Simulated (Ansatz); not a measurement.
BSiNH7F: geometry relaxation (part 2 of 2)

The same run, continued: BSiNH7F; RKS B3LYP-D4/def2-SVP (Ansatz 0.2.0). The input holds or restrains some coordinates. It belongs to a series of runs on one base structure; here: pulled along the bonds that form and break, towards end A.

Geometry of the input (Å):
```
B  0.0000  0.0000  0.0000
H  0.0000  0.0000  1.5400
N  1.3423  0.0000  -0.7750
H  1.8089  -0.9179  -1.0268
H  1.7937  0.9179  -1.0532
F  -1.1431  0.0000  -0.6600
Si 0.1008  2.1328  0.7095
H  0.6771  2.1737  2.0503
H  0.9351  2.9107  -0.2019
H  -1.2441  2.7001  0.7410
H  0.0412  0.8710  1.6809
```

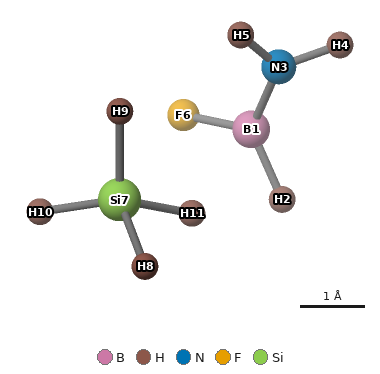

The geometry at step 7 of the log (ball-and-stick view, seen at a tilt; atoms are numbered from 1 in the order of the input).

### Trajectory as extended XYZ (Å, eV, eV/Å), 13 frames, from step=1 to step=13
```
11
Properties=species:S:1:pos:R:3:forces:R:3 step=1 energy=-12866.23532
B     0.0000    0.0000    0.0000    3.9995   3.9771  -0.5969
H     0.0000    0.0000    1.5400   -0.3785  -3.5946  -0.0695
N     1.3423    0.0000   -0.7750   -0.9885  -0.8978   1.3887
H     1.8089   -0.9179   -1.0268   -0.4283   1.7842   0.4006
H     1.7937    0.9179   -1.0532   -0.6279  -1.9814   0.4316
F    -1.1431    0.0000   -0.6600   -1.8875  -1.3360   0.3082
Si    0.1008    2.1328    0.7095   -0.3075   1.8265  -2.5723
H     0.6771    2.1737    2.0503    0.3972   0.4735   1.1504
H     0.9351    2.9107   -0.2019    0.5838   0.5659  -0.2615
H    -1.2441    2.7001    0.7410   -0.5439   0.4533   0.2863
H     0.0412    0.8710    1.6809    0.1816  -1.2707  -0.4656
11
Properties=species:S:1:pos:R:3:forces:R:3 step=2 energy=-12866.79176
B     0.0134   -0.1180    0.0060    2.1724   1.1155   1.0933
H    -0.0097   -0.1725    1.4498   -0.2056  -2.5700  -2.1811
N     1.3368   -0.0108   -0.7639   -0.8818   0.0320   0.9031
H     1.8086   -0.9062   -1.0254   -0.2243   1.3484   0.4662
H     1.7855    0.9020   -1.0474   -0.7408  -1.9220   0.1658
F    -1.1503   -0.0145   -0.6512   -0.3625  -0.3667   0.4034
Si    0.1057    2.2758    0.7528   -0.5334   0.4591   0.1629
H     0.6838    2.1818    2.0683    0.8404   1.6506   1.7382
H     0.9455    2.9238   -0.2090    0.8226   0.1511  -0.6643
H    -1.2573    2.7109    0.7446   -0.9252   0.7281   0.1685
H     0.0502    1.0161    1.6801    0.0383  -0.6261  -2.2561
11
Properties=species:S:1:pos:R:3:forces:R:3 step=3 energy=-12867.42237
B     0.0213   -0.2697    0.0298    1.2254   2.4731  -0.1580
H    -0.0162   -0.3259    1.3299   -0.1366  -1.9491  -1.9730
N     1.3249   -0.0119   -0.7540   -0.9724  -1.0175   0.9098
H     1.8073   -0.8915   -1.0191    0.0526   1.1002   0.2787
H     1.7753    0.8848   -1.0480   -0.8705  -1.4856   0.1726
F    -1.1413   -0.0093   -0.6440    0.6242  -0.7083   0.7411
Si    0.1033    2.3987    0.8173   -0.2092   0.0470   0.5061
H     0.6980    2.2121    2.0958    1.2443   2.3892   2.1524
H     0.9537    2.9175   -0.2168    0.6279  -0.2323  -0.6899
H    -1.2715    2.7209    0.7460   -1.2535   0.8450   0.0961
H     0.0571    1.1627    1.6679   -0.3323  -1.4617  -2.0358
11
Properties=species:S:1:pos:R:3:forces:R:3 step=4 energy=-12868.29531
B     0.0370   -0.3445    0.0203    0.7085   3.1161  -1.8056
H    -0.0188   -0.4806    1.2120   -0.0931  -1.6086  -0.2172
N     1.3127   -0.0366   -0.7442   -0.9873  -1.1897   0.9006
H     1.8177   -0.8830   -1.0134    0.3472   0.4782   0.1492
H     1.7487    0.8486   -1.0475   -0.8133  -0.9238   0.0844
F    -1.1303   -0.0340   -0.6393    0.8482  -0.7452   0.7803
Si    0.1029    2.5262    0.9012    0.0666  -0.3281   0.2083
H     0.7406    2.3154    2.1663    1.0526   2.4015   1.7579
H     0.9612    2.8945   -0.2307    0.1590  -0.3244  -0.1854
H    -1.3029    2.7490    0.7507   -0.8902   0.8442   0.1104
H     0.0430    1.2333    1.6294   -0.3982  -1.7200  -1.7827
11
Properties=species:S:1:pos:R:3:forces:R:3 step=5 energy=-12869.49651
B     0.0515   -0.3392   -0.0150    0.2666   1.7976  -0.5603
H    -0.0166   -0.6177    1.1678   -0.0067  -1.1460  -0.5695
N     1.3067   -0.0692   -0.7382   -0.6355  -0.6891   0.5432
H     1.8434   -0.8878   -0.9999    0.3877   0.1076   0.1964
H     1.7111    0.8120   -1.0564   -0.5976  -0.4543  -0.1251
F    -1.1275   -0.0621   -0.6390    0.6165  -0.2715   0.4486
Si    0.1043    2.5913    0.9700    0.1463  -1.3248   0.3056
H     0.7861    2.4835    2.2537    0.5095   2.0114   0.9132
H     0.9551    2.8731   -0.2193   -0.0631  -0.0982   0.1584
H    -1.3217    2.8073    0.7706   -0.4236   0.8680   0.1685
H     0.0195    1.1970    1.5105   -0.2003  -0.8007  -1.4792
11
Properties=species:S:1:pos:R:3:forces:R:3 step=6 energy=-12870.40689
B     0.0632   -0.3547   -0.0358   -0.1022   0.9835   0.0554
H    -0.0128   -0.7270    1.1153    0.0400  -0.9989  -0.4180
N     1.2999   -0.1022   -0.7256    0.0355  -0.3565   0.0876
H     1.8790   -0.8954   -0.9680    0.3533   0.0389   0.3018
H     1.6560    0.7816   -1.0803   -0.5038  -0.3025  -0.2789
F    -1.1148   -0.0633   -0.6274    0.2130   0.0363   0.1063
Si    0.1037    2.5764    1.0181    0.0641  -1.3067   0.3738
H     0.8123    2.6690    2.3187    0.0223   1.3744   0.1595
H     0.9428    2.8789   -0.1851   -0.1000   0.0064   0.2382
H    -1.3256    2.8978    0.8028    0.0287   0.6688   0.2380
H     0.0082    1.1272    1.3720   -0.0508  -0.1436  -0.8638
11
Properties=species:S:1:pos:R:3:forces:R:3 step=7 energy=-12870.99343
B     0.0653   -0.3817   -0.0639   -0.0763   0.5249   0.0513
H    -0.0140   -0.8080    1.0574    0.0515  -0.9825  -0.1972
N     1.3008   -0.1403   -0.7281    0.3271  -0.1700  -0.1965
H     1.9490   -0.9065   -0.8919    0.1555   0.2807   0.4207
H     1.5827    0.7356   -1.1703   -0.4579  -0.5005  -0.2863
F    -1.1057   -0.0501   -0.6346    0.0472   0.2253  -0.0686
Si    0.0993    2.5324    1.0709    0.0249  -0.3625   0.3575
H     0.8105    2.8594    2.3600   -0.2716   0.5736  -0.3183
H     0.9252    2.8855   -0.1310   -0.0758  -0.0415   0.1973
H    -1.3102    2.9994    0.8591    0.2916   0.2584   0.2576
H     0.0090    1.0626    1.2772   -0.0163   0.1942  -0.2176
11
Properties=species:S:1:pos:R:3:forces:R:3 step=8 energy=-12871.31666
B     0.0661   -0.3922   -0.0953    0.0579   0.3751  -0.1752
H    -0.0118   -0.8437    1.0082    0.0393  -0.9713  -0.0618
N     1.3033   -0.1714   -0.7491    0.4460  -0.1962  -0.3767
H     2.0342   -0.8966   -0.7617   -0.3011   0.7896   0.3335
H     1.5029    0.6564   -1.3297   -0.3245  -0.8925  -0.0001
F    -1.0945   -0.0040   -0.6554    0.1341   0.2300  -0.0864
Si    0.0940    2.5044    1.1207    0.0277   0.2582   0.1623
H     0.7886    2.9775    2.3752   -0.2463   0.1287  -0.3045
H     0.9114    2.8709   -0.0826   -0.0530  -0.0621   0.1439
H    -1.2889    3.0558    0.9247    0.2386   0.0367   0.1997
H     0.0066    1.0311    1.2498   -0.0187   0.3038   0.1654
11
Properties=species:S:1:pos:R:3:forces:R:3 step=9 energy=-12871.54291
B     0.0743   -0.3691   -0.1242    0.1688   0.1834  -0.2183
H    -0.0092   -0.8376    0.9702   -0.0788  -0.8530  -0.0530
N     1.3116   -0.2172   -0.7746    0.1774  -0.0040  -0.3409
H     2.0770   -0.8785   -0.6447   -0.0953   0.5086   0.1896
H     1.4796    0.5174   -1.4715   -0.1646  -0.6900   0.0706
F    -1.0482    0.0917   -0.7035    0.0220   0.1807  -0.0284
Si    0.0801    2.5015    1.1565   -0.0075   0.3403   0.0682
H     0.7827    3.0307    2.3754   -0.1338   0.0490  -0.1956
H     0.8535    2.8598   -0.0749   -0.0213  -0.0327   0.1183
H    -1.3013    3.0616    1.0166    0.1421  -0.0025   0.1228
H     0.0115    1.0279    1.2793   -0.0089   0.3203   0.2667
11
Properties=species:S:1:pos:R:3:forces:R:3 step=10 energy=-12871.68543
B     0.0748   -0.3575   -0.1570    0.0719   0.1532  -0.2049
H    -0.0199   -0.8292    0.9367   -0.0855  -0.7131  -0.0826
N     1.3054   -0.2560   -0.8137    0.6291  -0.2825  -0.1131
H     2.1335   -0.7980   -0.5155   -0.6593   0.7163  -0.2487
H     1.4425    0.3819   -1.6066   -0.0079  -0.5808   0.2764
F    -1.0255    0.1576   -0.7403    0.0659   0.0231  -0.0088
Si    0.0738    2.4927    1.1868    0.0144   0.4141   0.0087
H     0.7813    3.0703    2.3725   -0.0544   0.0051  -0.0666
H     0.8316    2.8447   -0.0528   -0.0164  -0.0323   0.0620
H    -1.3015    3.0610    1.0764    0.0379  -0.0186   0.0653
H     0.0159    1.0209    1.3183    0.0043   0.3155   0.3123
11
Properties=species:S:1:pos:R:3:forces:R:3 step=11 energy=-12871.76044
B     0.1079   -0.3138   -0.1781   -0.0425  -0.2350  -0.2830
H    -0.0216   -0.7768    0.9160    0.0093  -0.5548  -0.0523
N     1.3271   -0.3144   -0.8583    0.2056   0.0000  -0.0185
H     2.1536   -0.7984   -0.5112   -0.2157   0.2742  -0.1018
H     1.4587    0.2170   -1.7187    0.0128  -0.2747   0.1389
F    -0.9733    0.2135   -0.7822    0.0269   0.1185  -0.0036
Si    0.0466    2.5046    1.2318    0.0101   0.5203   0.0146
H     0.7711    3.1234    2.3860   -0.0397  -0.0163  -0.0596
H     0.7844    2.8191   -0.0294   -0.0222  -0.0240   0.0644
H    -1.3299    3.0733    1.1410    0.0337  -0.0271   0.0304
H    -0.0126    1.0406    1.4079    0.0218   0.2188   0.2706
11
Properties=species:S:1:pos:R:3:forces:R:3 step=12 energy=-12871.78791
B     0.1065   -0.2746   -0.2414   -0.0018  -0.0766  -0.1305
H    -0.0585   -0.6976    0.8640   -0.0876  -0.5130  -0.0868
N     1.3459   -0.3312   -0.8697    0.0711  -0.0539  -0.1774
H     2.1556   -0.7683   -0.4520    0.0375  -0.0313   0.0126
H     1.4986    0.0398   -1.8022    0.0215   0.0117   0.0552
F    -0.9191    0.3161   -0.8801   -0.0495  -0.0302   0.0264
Si    0.0299    2.4913    1.2784    0.0307   0.5672   0.0442
H     0.7961    3.2042    2.3452   -0.0122   0.0075  -0.0180
H     0.6885    2.7415   -0.0364   -0.0043   0.0021   0.0426
H    -1.3619    3.0228    1.2425   -0.0066  -0.0333   0.0043
H     0.0302    1.0444    1.5566    0.0011   0.1497   0.2275
11
Properties=species:S:1:pos:R:3:forces:R:3 step=13 energy=-12871.79200
B     0.1106   -0.2672   -0.2337    0.1430  -0.2326  -0.3206
H    -0.0589   -0.6918    0.8695   -0.0371  -0.5057  -0.0549
N     1.3426   -0.3618   -0.8866   -0.1039   0.0033   0.0524
H     2.1479   -0.8190   -0.4787   -0.0133   0.0149   0.0049
H     1.5052    0.0374   -1.8049   -0.0052  -0.0140   0.0062
F    -0.9187    0.3250   -0.8644   -0.0001   0.0536   0.0189
Si    0.0318    2.5039    1.2812   -0.0068   0.5780   0.0799
H     0.7603    3.2299    2.3645   -0.0041  -0.0013  -0.0055
H     0.7047    2.7849   -0.0171    0.0070   0.0047  -0.0122
H    -1.3747    2.9908    1.2330   -0.0171  -0.0115  -0.0112
H     0.0610    1.0560    1.5420    0.0376   0.1108   0.2420
```
